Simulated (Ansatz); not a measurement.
# Phonons of AlCo (Pm-3m) against volume

Aim: how do the optical modes of AlCo (Pm-3m) move with volume?

Main program and level: Ansatz 0.2.0; DFT PBEsol, scalar-relativistic, plane waves, PAW; PAW set soft_1.

## 1. Set-up

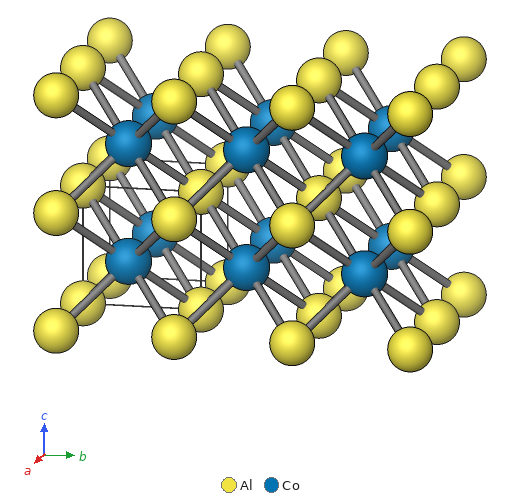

Start, viewed slightly off an axis; aluminium yellow, cobalt blue. 2×3×2 cells are drawn. Some periodic images of atoms are drawn too.

Structure file:

```cif
data_structure
_symmetry_space_group_name_H-M 'Pm-3m'
_symmetry_Int_Tables_number 221
_cell_length_a 2.8194
_cell_length_b 2.8194
_cell_length_c 2.8194
_cell_angle_alpha 90.000
_cell_angle_beta 90.000
_cell_angle_gamma 90.000
_cell_volume 22.41
loop_
_atom_site_label
_atom_site_type_symbol
_atom_site_symmetry_multiplicity
_atom_site_Wyckoff_symbol
_atom_site_fract_x
_atom_site_fract_y
_atom_site_fract_z
_atom_site_occupancy
Al1 Al 1 a 0.00000 0.00000 0.00000 1
Co1 Co 1 b 0.50000 0.50000 0.50000 1
```

## 2. Bringing the structure to rest

Harmonic phonons are second derivatives at a point where the forces vanish, and they are wanted at zero stress, so atoms and cell are relaxed first.

The input, input.yaml:

```yaml
crystal:
  lattice:
    - [2.81940321, 0.0, 0.0]
    - [0.0, 2.81940321, 0.0]
    - [0.0, 0.0, 2.81940321]
  atoms:
    - { symbol: Al, position: [0.0, 0.0, 0.0] }
    - { symbol: Co, position: [0.5, 0.5, 0.5] }
kpoints:
  mp_grid: { grid: [14, 14, 14] }
hamiltonian:
  xc: pbesol
  pseudopotentials: { kind: paw, azcp: { folder: soft_1 }, xc_functional: pbe }
scf:
  occupations: { method: gaussian, width: 0.1 }
output:
  forces: true
  stress: true
  eigenvalues: true
  write_density: true
  write_potential: true
  elf: true
  volumetric_format: npy
relax:
  adjacent_minimum: "off"
  f_tol: 0.005
  max_steps: 80
  cell: { stress_tol: 0.05 }
```

Launch:

```bash
$ ansatz run input.yaml --threads 4 --pin off --max-ram 10240MiB --backend cpu --events-out ev --progress --plain --runs-dir out
```

Numbers of over 12 decimals in the logs are rounded to 6 here.

Output:

```text
Engine: ansatz 0.2.0, x86_64-unknown-linux-gnu
Pseudopotentials: kind: paw
Pseudopotential: Al, paw, valence charge 3, recommended cutoff 420 eV (normal), soft_1/Al.paw.azcp
Pseudopotential: Co, paw, valence charge 17, recommended cutoff 420 eV (normal), soft_1/Co.paw.azcp
Functional definition: PBEsol
  exchange = pbesol_x
  correlation = pbesol_c
Crystal: 2 atoms, lattice volume = 22.412 Å³
Basis set: ecut = 420 eV, 461 PW (Γ), exchange–correlation on 40×40×40 points (8 copies of the dense FFT grid, shifted against one another)
Bands: 14, of which v1, the nominal top of the filled ones, is band 10 counted from 1 (9 counted from 0)
Symmetry: 48 space group operations
Space group: Pm-3m (ITA 221), of the structure as read, at distance tolerance 2.8e-5 Å
k-points: 120 of 2744
Non-local potential: Al, projectors of the file, l = 0: 2, l = 1: 2, l = 2: 1
Non-local potential: Co, projectors of the file, l = 0: 3, l = 1: 2, l = 2: 3, l = 3: 1
PAW form: soft (Blöchl's): semilocal exchange-correlation on the pseudo side does not see the compensation charge
PAW frozen core: Al, regenerated for the run's functional, and the local potential with it (the file was generated under x = pbe(κ = 0.804, μ = 0.219515), c = pbe(β = 0.066725))
PAW frozen core: Co, regenerated for the run's functional, and the local potential with it (the file was generated under x = pbe(κ = 0.804, μ = 0.219515), c = pbe(β = 0.066725))
PAW one-centre angular grid: Al, 110 points (default); XC on 64 Gauss nodes
PAW one-centre angular grid: Co, 590 points (default); XC on 64 Gauss nodes
Initial density: superposition of atomic densities (chi_scale 0.1, normalization cell, long waves kept (reshape's long-wave potential 0.00 eV rms))
Initial wavefunctions: pseudopotential atomic-orbital guess
Functional: x = pbesol(κ = 0.804, μ = 0.123457), c = pbesol(β = 0.046)
SCF iter   1: F=—  HF=-5618.994097 eV  |F-HF|=—  |Δ(HF+E_count)|=         —  Δρ=6.93e-2  dr2=9.17e-1  ethr=3.10e-3  ⟨swp⟩=4.1  Hψ=7736  notcnv=0
preconditioner: auto → none  [metal: Δε(μ)=0.079 eV  Ē_g=8.725 eV  σ=0.100 eV  W_gap=0.41  n_scr=6 (ndim 8)  ℏωp=27.2 eV  f_vac=0.000  D(μ)=0.61/eV (n_scr^D=0)  sad-step TF]
SCF iter   2: F=—  HF=-5618.979806 eV  |F-HF|=—  |Δ(HF+E_count)|=   1.43e-2  Δρ=7.49e-2  dr2=1.10e0  ethr=3.10e-3  ⟨swp⟩=1.0  Hψ=2644  notcnv=0
SCF iter   3: F=—  HF=-5618.789151 eV  |F-HF|=—  |Δ(HF+E_count)|=   1.91e-1  Δρ=1.38e-2  dr2=3.69e-2  ethr=3.10e-3  ⟨swp⟩=2.2  Hψ=2317  notcnv=0
SCF iter   4: F=—  HF=-5618.782590 eV  |F-HF|=—  |Δ(HF+E_count)|=   6.56e-3  Δρ=5.56e-3  dr2=5.25e-3  ethr=1.85e-4  ⟨swp⟩=1.2  Hψ=2564  notcnv=0  defer=8
SCF iter   5: F=—  HF=-5618.781528 eV  |F-HF|=—  |Δ(HF+E_count)|=   1.06e-3  Δρ=6.92e-4  dr2=9.75e-5  ethr=2.63e-5  ⟨swp⟩=1.1  Hψ=1724  notcnv=0  defer=8
SCF iter   6: F=—  HF=-5618.781516 eV  |F-HF|=—  |Δ(HF+E_count)|=   1.22e-5  Δρ=6.15e-5  dr2=5.05e-7  ethr=4.87e-7  ⟨swp⟩=2.2  Hψ=2204  notcnv=0  defer=8
SCF iter   7: F=-5618.781516 eV  HF=-5618.781516 eV  |F-HF|=6.96e-9  |Δ(HF+E_count)|=   2.88e-7  Δρ=6.79e-6  dr2=7.51e-9  ethr=5.00e-10  ⟨swp⟩=8.6  Hψ=11005  notcnv=0
SCF 1 converged in 7 iterations: F = -5618.781516 eV  dr2 = 7.51e-9
  greatest PAW one-centre occupation: 1.001 electrons in one spin orbital (limit 2), on the Co atom at site 1 (counted from 0), in its partial waves of l = 1
relax step   1: F+E_penalty+E_count = -5618.78151591 eV  Δ(F+E_penalty+E_count) = +0.000e0 eV  max|allowed force component| = 1.169e-28 eV/Å  Δτ_max = 0.0000 Å  P = +0.625 GPa  Ω = 22.412 Å³  (7 SCF iters, dr2 threshold 1.00e-7 eV, accepted)
Crystal: 2 atoms, lattice volume = 22.451 Å³
Initial density: handed on by an earlier stage of this run
Initial wavefunctions: those handed on with the density
iter 1 solved again at ethr=1.51e-8 eV; its pass at ethr=3.10e-3 eV (dr2=3.03e-6 eV) is discarded
SCF iter   1: F=—  HF=-5618.781583 eV  |F-HF|=—  |Δ(HF+E_count)|=         —  Δρ=1.58e-4  dr2=3.81e-6  ethr=1.51e-8  ⟨swp⟩=2.0  Hψ=9605  notcnv=0
preconditioner: auto → none  [metal: Δε(μ)=0.071 eV  Ē_g=8.499 eV  σ=0.100 eV  W_gap=0.35  n_scr=6 (ndim 8)  ℏωp=27.1 eV  f_vac=0.000  D(μ)=0.67/eV (n_scr^D=6)]
SCF iter   2: F=—  HF=-5618.781610 eV  |F-HF|=—  |Δ(HF+E_count)|=   2.73e-5  Δρ=4.08e-5  dr2=2.38e-7  ethr=1.51e-8  ⟨swp⟩=1.3  Hψ=1820  notcnv=0
iter 3 did not close the SCF: its close was put off for the readings that it lacked (scf_convergence_deferred on its scf_iter line)
SCF iter   3: F=-5618.781610 eV  HF=-5618.781610 eV  |F-HF|=9.12e-9  |Δ(HF+E_count)|=   1.14e-7  Δρ=7.93e-6  dr2=8.70e-9  ethr=1.19e-9  ⟨swp⟩=2.0  Hψ=2345  notcnv=0
iter 4 did not close the SCF: its close was put off for the readings that it lacked (scf_convergence_deferred on its scf_iter line)
SCF iter   4: F=-5618.781610 eV  HF=-5618.781610 eV  |F-HF|=3.03e-10  |Δ(HF+E_count)|=   1.92e-9  Δρ=2.26e-6  dr2=6.19e-10  ethr=4.35e-11  ⟨swp⟩=2.4  Hψ=2566  notcnv=0
iter 5 did not close the SCF: its close was put off for the readings that it lacked (scf_convergence_deferred on its scf_iter line)
SCF iter   5: F=-5618.781610 eV  HF=-5618.781610 eV  |F-HF|=0.00e0  |Δ(HF+E_count)|=  2.82e-11  Δρ=7.47e-8  dr2=6.23e-13  ethr=3.10e-12  ⟨swp⟩=1.0  Hψ=1695  notcnv=0
SCF iter   6: F=-5618.781610 eV  HF=-5618.781610 eV  |F-HF|=3.64e-12  |Δ(HF+E_count)|=    0.00e0  Δρ=3.79e-9  dr2=1.87e-15  ethr=1.00e-12  ⟨swp⟩=3.3  Hψ=6271  notcnv=0
SCF 2 converged in 6 iterations: F = -5618.781610 eV  dr2 = 1.87e-15
relax step   2: F+E_penalty+E_count = -5618.78160979 eV  Δ(F+E_penalty+E_count) = -9.387e-5 eV  max|allowed force component| = 3.123e-30 eV/Å  Δτ_max = 0.0000 Å  P = +0.277 GPa  Ω = 22.451 Å³  energy of the carried Pulay correction = -1.820e-5 eV  (6 SCF iters, dr2 threshold 2.00e-7 eV, accepted)
Crystal: 2 atoms, lattice volume = 22.483 Å³
iter 1 solved again at ethr=1.03e-8 eV; its pass at ethr=3.10e-3 eV (dr2=2.06e-6 eV) is discarded
SCF iter   1: F=—  HF=-5618.781595 eV  |F-HF|=—  |Δ(HF+E_count)|=         —  Δρ=1.30e-4  dr2=2.56e-6  ethr=1.03e-8  ⟨swp⟩=2.0  Hψ=9607  notcnv=0
preconditioner: auto → none  [metal: Δε(μ)=0.072 eV  Ē_g=8.488 eV  σ=0.100 eV  W_gap=0.36  n_scr=6 (ndim 8)  ℏωp=27.1 eV  f_vac=0.000  D(μ)=0.68/eV (n_scr^D=6)]
iter 2 did not close the SCF: its close was put off for the readings that it lacked (scf_convergence_deferred on its scf_iter line)
SCF iter   2: F=-5618.781623 eV  HF=-5618.781623 eV  |F-HF|=1.31e-7  |Δ(HF+E_count)|=   2.75e-5  Δρ=3.32e-5  dr2=1.54e-7  ethr=1.03e-8  ⟨swp⟩=1.5  Hψ=1937  notcnv=0
iter 3 did not close the SCF: its close was put off for the readings that it lacked (scf_convergence_deferred on its scf_iter line)
SCF iter   3: F=-5618.781623 eV  HF=-5618.781623 eV  |F-HF|=5.31e-9  |Δ(HF+E_count)|=   8.23e-8  Δρ=6.33e-6  dr2=5.37e-9  ethr=7.68e-10  ⟨swp⟩=2.0  Hψ=2368  notcnv=0
iter 4 did not close the SCF: its close was put off for the readings that it lacked (scf_convergence_deferred on its scf_iter line)
SCF iter   4: F=-5618.781623 eV  HF=-5618.781623 eV  |F-HF|=2.20e-10  |Δ(HF+E_count)|=   1.44e-9  Δρ=1.90e-6  dr2=4.42e-10  ethr=2.69e-11  ⟨swp⟩=2.1  Hψ=2526  notcnv=0
iter 5 did not close the SCF: its close was put off for the readings that it lacked (scf_convergence_deferred on its scf_iter line)
SCF iter   5: F=-5618.781623 eV  HF=-5618.781623 eV  |F-HF|=9.09e-13  |Δ(HF+E_count)|=  2.46e-11  Δρ=4.36e-8  dr2=2.05e-13  ethr=2.21e-12  ⟨swp⟩=1.1  Hψ=1704  notcnv=0
SCF iter   6: F=-5618.781623 eV  HF=-5618.781623 eV  |F-HF|=0.00e0  |Δ(HF+E_count)|=  1.82e-12  Δρ=3.00e-9  dr2=8.23e-16  ethr=1.00e-12  ⟨swp⟩=3.3  Hψ=6236  notcnv=0
SCF 3 converged in 6 iterations: F = -5618.781623 eV  dr2 = 8.23e-16
relax step   3: F+E_penalty+E_count = -5618.78162289 eV  Δ(F+E_penalty+E_count) = -1.311e-5 eV  max|allowed force component| = 5.341e-30 eV/Å  Δτ_max = 0.0000 Å  P = +0.001 GPa  Ω = 22.483 Å³  energy of the carried Pulay correction = -3.272e-5 eV  (6 SCF iters, dr2 threshold 1.92e-7 eV, accepted)
Initial wavefunctions: pseudopotential atomic-orbital guess (no wavefunctions were taken with the density)
iter 1 solved again at ethr=1.39e-8 eV; its pass at ethr=3.10e-3 eV (dr2=2.78e-6 eV) is discarded
SCF iter   1: F=—  HF=-5618.781622 eV  |F-HF|=—  |Δ(HF+E_count)|=         —  Δρ=3.73e-6  dr2=1.09e-9  ethr=1.39e-8  ⟨swp⟩=3.0  Hψ=12738  notcnv=0
preconditioner: auto → none  [metal: Δε(μ)=0.071 eV  Ē_g=8.488 eV  σ=0.100 eV  W_gap=0.35  n_scr=6 (ndim 8)  ℏωp=27.1 eV  f_vac=0.000  D(μ)=0.68/eV (n_scr^D=6)]
SCF iter   2: F=—  HF=-5618.781648 eV  |F-HF|=—  |Δ(HF+E_count)|=   2.60e-5  Δρ=1.96e-6  dr2=1.93e-10  ethr=5.46e-12  ⟨swp⟩=2.0  Hψ=2911  notcnv=0
iter 3 did not close the SCF: its close was put off for the readings that it lacked (scf_convergence_deferred on its scf_iter line)
SCF iter   3: F=-5618.781648 eV  HF=-5618.781648 eV  |F-HF|=1.27e-11  |Δ(HF+E_count)|=  9.64e-11  Δρ=5.46e-7  dr2=1.41e-11  ethr=1.00e-12  ⟨swp⟩=2.9  Hψ=2442  notcnv=0
iter 4 did not close the SCF: its close was put off for the readings that it lacked (scf_convergence_deferred on its scf_iter line)
SCF iter   4: F=-5618.781648 eV  HF=-5618.781648 eV  |F-HF|=9.09e-13  |Δ(HF+E_count)|=  1.27e-11  Δρ=9.31e-8  dr2=8.36e-13  ethr=1.00e-12  ⟨swp⟩=1.0  Hψ=1680  notcnv=0
iter 5 did not close the SCF: its close was put off for the readings that it lacked (scf_convergence_deferred on its scf_iter line)
SCF iter   5: F=-5618.781648 eV  HF=-5618.781648 eV  |F-HF|=0.00e0  |Δ(HF+E_count)|=  9.09e-13  Δρ=2.64e-8  dr2=3.38e-14  ethr=1.00e-12  ⟨swp⟩=1.0  Hψ=1680  notcnv=0
iter 6 did not close the SCF: its close was put off for the readings that it lacked (scf_convergence_deferred on its scf_iter line)
SCF iter   6: F=-5618.781648 eV  HF=-5618.781648 eV  |F-HF|=0.00e0  |Δ(HF+E_count)|=  9.09e-13  Δρ=3.05e-9  dr2=1.75e-15  ethr=1.00e-12  ⟨swp⟩=1.0  Hψ=1680  notcnv=0
SCF iter   7: F=-5618.781648 eV  HF=-5618.781648 eV  |F-HF|=0.00e0  |Δ(HF+E_count)|=  2.73e-12  Δρ=1.24e-9  dr2=2.71e-16  ethr=1.00e-12  ⟨swp⟩=1.9  Hψ=4274  notcnv=0
SCF 4 converged in 7 iterations: F = -5618.781648 eV  dr2 = 2.71e-16
relax step   4: F+E_penalty+E_count = -5618.78164758 eV  Δ(F+E_penalty+E_count) = -2.469e-5 eV  max|allowed force component| = 4.996e-30 eV/Å  Δτ_max = 0.0000 Å  P = +0.003 GPa  Ω = 22.483 Å³  stress off target by 2.76e-3 GPa  SCF on the basis re-selected at this cell (its energy is not comparable with the rows above)  (7 SCF iters)
basis re-selected at this cell: Δ(F+E_penalty+E_count) = -2.469e-5 eV, ΔP = +0.001 GPa vs the last step (what re-selecting the basis moved, of the pressure what is left beyond the Pulay correction that the steps carried, after the strain that the cell walked since its last selection, with what the two solves' SCF thresholds leave and, on support functions, any second-order correction that the steps lacked; it is no m [...]
SCF converged after 7 iterations
Free energy (F): -5618.781648 eV
Harris-Foulkes:  -5618.781648 eV  (|F-HF|=0.00e0)
Internal energy: -5618.778269 eV  (E = F + TS)
E sigma→0 (E₀):  -5618.779958 eV
Entropy (-TS):   -0.003378 eV (-1.689 meV/atom)
Fermi energy:    14.859799 eV
--- Per-component energies (eV) ---
  E_band       = -276.501099
  E_kinetic    = 323.195128
  E_local      = -3456.899947  (includes V_loc(G=0)·N_el)
  E_nonlocal   = 450.211349
  E_hartree    = 1562.408171
  E_xc         = -131.757735
  E_vxc        = -151.246165  (∫ρ·V_xc dr)
  E_paw        = -2000.614351  (= ΣΔE_a)
  E_vpaw       = -566.577810  (= ΣTr[D̂ρ^β])
  E_aug_tail   = 0.000002  (compensation charges beyond the density's cutoff)
  E_ewald      = -2365.528446
  E_core_change = 0.207559  (= ΣΔE_core)
  E_smearing   = -0.003378  (= −TS)
  E_closure    = -0.000000  (closes the sum)
  Σ components = -5618.781648   (vs F -5618.781648, Δ=0.00e0)
--- Forces (eV/Å), atoms counted from 1 ---
  atom   1  Al     0.00000000     0.00000000    -0.00000000
  atom   2  Co    -0.00000000    -0.00000000     0.00000000
  max |Σ_I F_I| component: 9.99e-30 eV/Å
--- Stress (GPa, compression-positive) ---
        0.002760       0.000000      -0.000000
        0.000000       0.002760       0.000000
       -0.000000      -0.000000       0.002760
  P = ⅓ Tr σ = 0.0028 GPa (0.028 kbar)
--- Band table (eV; the first three rows and the last of 120) ---
  k-point 0: bands = [... 6 lower, 11.7175, 14.0008, 14.0008, 14.0008, 20.9327, 20.9327, 20.9327, 23.6878]
  k-point 1: bands = [... 6 lower, 11.7456, 13.9456, 13.9456, 14.0066, 19.9976, 21.0711, 21.0711, 23.6711]
  k-point 2: bands = [... 6 lower, 11.8257, 13.7981, 13.7981, 14.0231, 18.4451, 21.4690, 21.4690, 23.6219]
  k-point 119: bands = [... 6 lower, 10.7711, 14.6321, 14.6321, 17.1810, 17.1810, 17.1810, 19.2478, 20.3834]
--- Relaxed structure (3 steps of the walk, 3 accepted, 1 SCFs on fresh bases) ---
  F+E_penalty+E_count = -5618.78164758 eV   max|allowed force component| = 4.996e-30 eV/Å   (the final SCF, on the basis selected at the relaxed cell)
  cell:  # Å, volume = 22.4832 Å³
    - [2.822407, 0, 0.0]
    - [0, 2.822407, 0]
    - [0, 0, 2.822407]
  atoms:
    - { symbol: Al, position: [0, 0, 0] }
    - { symbol: Co, position: [0.5, 0.5, 0.5] }
```

It took 2.5 s on 4 threads of AMD EPYC 7B13 (Zen 3), shared host; peak memory 0.44 GiB.

This run has no spin polarisation, although Co can carry a moment.

Step by step:

| step | energy less that of the first step (eV) | largest force component (eV/Å) | pressure (GPa) | volume (Å³) |
| --- | --- | --- | --- | --- |
| 1 | 0.0000 | 0.0000 | 0.62 | 22.41 |
| 2 | -0.0001 | 0.0000 | 0.28 | 22.45 |
| 3 | -0.0001 | 0.0000 | 0.00 | 22.48 |
| 4* | -0.0001 | 0.0000 | 0.00 | 22.48 |

Relaxation steps marked * repeat the geometry before them on a plane-wave basis chosen anew for their cell, so energy and pressure can jump there.

The run keeps the 48 symmetry operations that it works with, so distortions that break them were not tested.

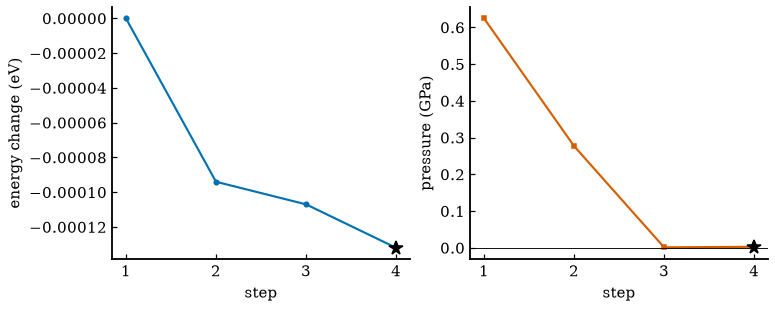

Energy and pressure along the relaxation. Stars mark steps on a basis chosen anew.

| conventional cell, symmetrised | before | after | change |
| --- | --- | --- | --- |
| a (Å) | 2.819 | 2.822 | +0.1 % |
| b (Å) | 2.819 | 2.822 | +0.1 % |
| c (Å) | 2.819 | 2.822 | +0.1 % |
| volume (Å³/atom) | 11.21 | 11.24 | +0.3 % |

The relaxed structure:

```cif
data_structure
_symmetry_space_group_name_H-M 'P 1'
_symmetry_Int_Tables_number 1
_cell_length_a 2.8224
_cell_length_b 2.8224
_cell_length_c 2.8224
_cell_angle_alpha 90.000
_cell_angle_beta 90.000
_cell_angle_gamma 90.000
_cell_volume 22.48
loop_
_atom_site_label
_atom_site_type_symbol
_atom_site_fract_x
_atom_site_fract_y
_atom_site_fract_z
_atom_site_occupancy
Al1 Al 0.00000 0.00000 0.00000 1
Co2 Co 0.50000 0.50000 0.50000 1
```

Numbers from this step:

```yaml
pressure: 0.002760 GPa
volume_per_atom: 11.24 Å³
gap_on_the_k_mesh: 0 eV
```

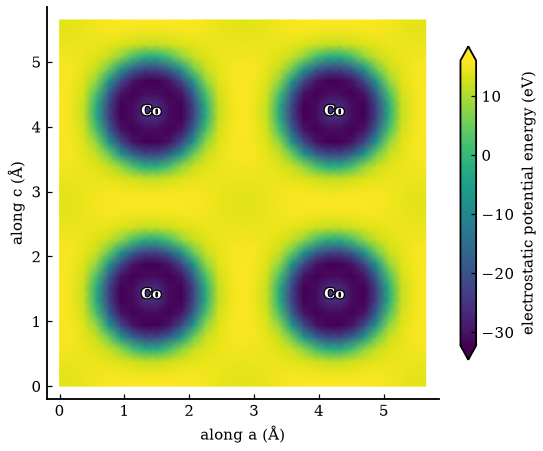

Electrostatic potential energy in the ac plane at fractional y = 0.500, with atoms of Co within 0.2 Å of it. With pseudopotentials it is smooth inside the atoms' cores, unlike the true potential.

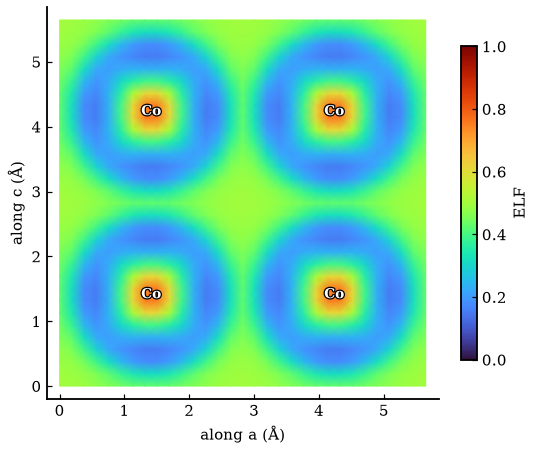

ELF in the ac plane at fractional y = 0.500, with atoms of Co within 0.2 Å of it. It is the smooth field of the valence electrons, not physical close to the nuclei.

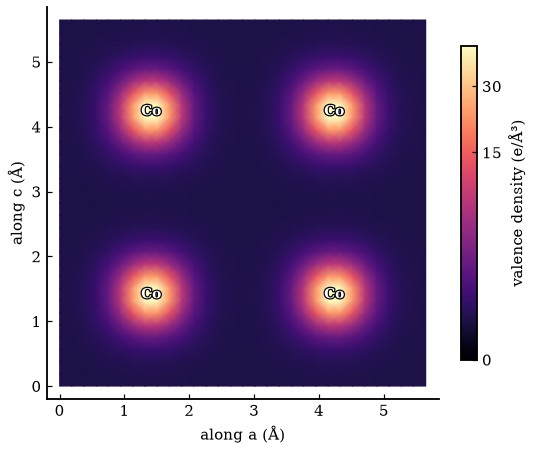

Valence density in the ac plane at fractional y = 0.500, with atoms of Co within 0.2 Å of it. It is the smooth field of the valence electrons, not physical close to the nuclei. The colour scale is stretched toward low values.

In this step the volume went from 11.21 to 11.24 Å³/atom.

## 3. Tight relaxation

Phonons need small forces and stress, so the relaxation is finished with tight tolerances on 16×16×16 k points.

The input, input.yaml:

```yaml
crystal:
  lattice:
    - [2.8224065044, 0.0, 0.0]
    - [0.0, 2.8224065044, 0.0]
    - [0.0, 0.0, 2.8224065044]
  atoms:
    - { symbol: Al, position: [0.0, 0.0, 0.0] }
    - { symbol: Co, position: [0.5, 0.5, 0.5] }
kpoints:
  mp_grid: { grid: [16, 16, 16] }
hamiltonian:
  xc: pbesol
  pseudopotentials: { kind: paw, azcp: { folder: soft_1 }, xc_functional: pbe }
scf:
  occupations: { method: methfessel_paxton, width: 0.2 }
output:
  forces: true
  stress: true
  eigenvalues: true
relax:
  adjacent_minimum: "off"
  f_tol: 0.001
  max_steps: 60
  cell: { stress_tol: 0.01 }
```

Output:

```text
[...]
Crystal: 2 atoms, lattice volume = 22.483 Å³
Basis set: ecut = 420 eV, 461 PW (Γ), exchange–correlation on 40×40×40 points (8 copies of the dense FFT grid, shifted against one another)
Bands: 14, of which v1, the nominal top of the filled ones, is band 10 counted from 1 (9 counted from 0)
Symmetry: 48 space group operations
[...]
k-points: 165 of 4096
[...]
k-point 164: bands = [... 6 lower, 10.7726, 14.6327, 14.6327, 17.1846, 17.1846, 17.1846, 19.2535, 20.3869]
--- Relaxed structure (3 steps of the walk, 3 accepted, 1 SCFs on fresh bases) ---
[...]
cell:  # Å, volume = 22.4785 Å³
    - [2.822209, 0, 0.0]
    - [0, 2.822209, 0.0]
    - [0.0, 0.0, 2.822209]
  atoms:
    - { symbol: Al, position: [0, 0, 0] }
    - { symbol: Co, position: [0.5, 0.5, 0.5] }
[key lines of the parts left out:]
SCF converged after 5 iterations
Free energy (F): -5618.777913 eV
Fermi energy:    14.862561 eV
P = ⅓ Tr σ = 0.0005 GPa (0.005 kbar)
```

Run time: 2.7 s. Hardware: 4 threads; peak memory 0.45 GiB; 9.2 s of CPU time.

Little changed from the start: no atom moved by 0.005 Å and no cell edge by 0.1 %.

Numbers from this step:

```
pressure : 5.46e-4 GPa
```

The forces vanish by symmetry and the pressure is 0.001 GPa, within the tolerances set. The cell now holds 11.24 Å³/atom.

[end of part 1 of 2]

[Logs are printed without paths, hosts, clocks, repeated set-up lines and the standing remarks that a program may print on its own settings, such as how far it seeks lower states.]

[Hosts, paths, dates, database ids (printed as entryN), source tags and the programs' standing remarks are cut or masked in the printed files.]
